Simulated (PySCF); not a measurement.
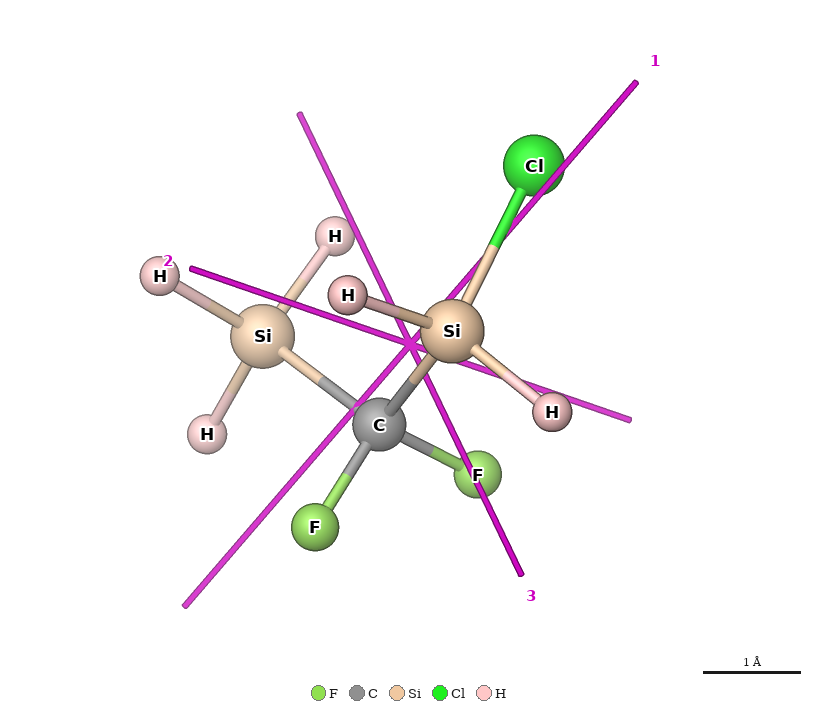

The three principal axes of inertia are drawn and numbered. Depth is shown by fading: the farther an atom, the more it takes the colour of the background. Computed geometry: PBE0-D3(BJ)/def2-SVP optimisation. No frequency run is at hand to confirm it as a minimum. Masses are those of the most abundant isotopes; constants are for the rigid equilibrium geometry.

Question: Which line is the a axis (least moment of inertia), which b and which c?

Answer: a is line 1, b is line 3, c is line 2; the moments are 205, 414, 494 u Å².

Question: Classify the rotor and give the rotational constants (GHz).

Answer: An asymmetric top (C1): A = 2.47, B = 1.22, C = 1.02 GHz. Ray's parameter κ is −0.73, nearer the prolate limit.
